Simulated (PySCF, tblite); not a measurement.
# C6H7FSi: geometry, infrared bands and NMR shifts

What infrared bands and NMR shifts should C6H7FSi (`FC=C1C=C[SiH2]C=C1`) show?

Programs: tblite 0.8.0 and PySCF 2.14.0, with density-fitted response routines of our own. Each step states its level of theory. These are calculated values for one molecule in the gas phase, unless marked as measured. Atoms are numbered from 0 throughout.

### 1 The molecule as given

15 atoms, charge 0, multiplicity 1; geometry from: force field or distance geometry start.

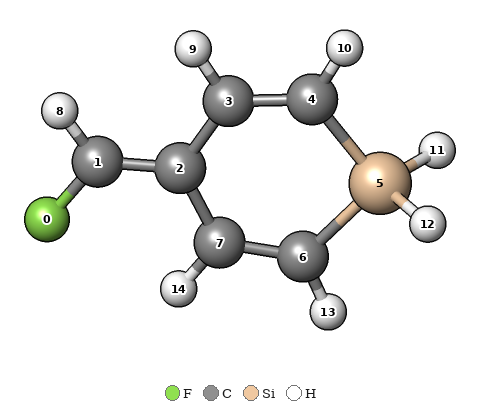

As it starts; fluorine green, carbon grey, silicon light orange, hydrogen white, atoms numbered; sticks join atoms by distance.

### 2 Relaxing the molecule with GFN2-xTB

The job: settings as JSON, then the geometry in Å.

```
{"job": {"kind": "relax", "xc": "GFN2-xTB", "basis": "xTB"}, "charge": 0, "multiplicity": 1}
F      3.261000     0.825600     0.243900
C      2.389000    -0.189600     0.419400
C      1.086000    -0.095300     0.196800
C      0.240100    -1.271700     0.423800
C     -1.090700    -1.321400     0.246300
Si    -2.066600     0.133200    -0.365100
C     -0.752400     1.425000    -0.563200
C      0.550300     1.197200    -0.283100
H      2.927500    -1.071200     0.783200
H      0.735200    -2.180200     0.793100
H     -1.664800    -2.220600     0.427600
H     -2.713700    -0.170900    -1.659500
H     -3.072200     0.549100     0.655300
H     -1.088000     2.387000    -0.914200
H      1.254700     2.011700    -0.426300
```

Run with:

```sh
$ OMP_NUM_THREADS=1 python probes_run.py task.json out
```

This one command runs all jobs of the session in turn.

**Question.** This job is followed by: GFN2-xTB harmonic vibrations, gas phase; GIAO PBE0/pcSseg-1 NMR shielding, non-relativistic, gas phase. What will the session give for the following? strongest single infrared mode (GFN2-xTB); zero-point energy (GFN2-xTB); 13C shifts against TMS (PBE0/pcSseg-1); 1H shifts against TMS (PBE0/pcSseg-1, means over atoms taken as alike); 19F shifts against CFCl3 (PBE0/pcSseg-1); 29Si shifts against TMS (PBE0/pcSseg-1); surface potential, least and greatest.

The runs gave:

| quantity | value |
| --- | --- |
| strongest single infrared mode (GFN2-xTB) | 2192 cm⁻¹, 450 km/mol |
| zero-point energy (GFN2-xTB) | 65.6 kcal/mol |
| 13C shifts against TMS (PBE0/pcSseg-1) | 168.1, 147.2, 144.0, 129.1, 127.9, 126.8 ppm |
| 1H shifts against TMS (PBE0/pcSseg-1, means over atoms taken as alike) | 7.89, 7.02, 7.02, 6.45, 6.29, 4.85 ppm |
| 19F shifts against CFCl3 (PBE0/pcSseg-1) | -115.7 ppm |
| 29Si shifts against TMS (PBE0/pcSseg-1) | -74.2 ppm |
| surface potential, least and greatest | -0.57 V and 1.37 V |

**Reading.** Relaxing lowered the energy by 0.114 eV in 22 steps; the close pair that moved most is C2–C7, from 1.479 to 1.455 Å. All 39 modes are real, so the xTB geometry is a minimum. The strongest single mode, at 2192 cm⁻¹, moves mainly H12 and H11. Unscaled tight-binding wavenumbers are off by several per cent, some by more. Its intensities can rank the bands wrongly. At PBE0/pcSseg-1: The largest span, 253 ppm, is at C7, where the paramagnetic term is -207 ppm. By nearest atom (PBE0/pcSseg-1), the HOMO sits on C1 23 %; C2, C4, C6 about 14 % each and the LUMO on C1 27 %; C2, C6 about 11 % each.
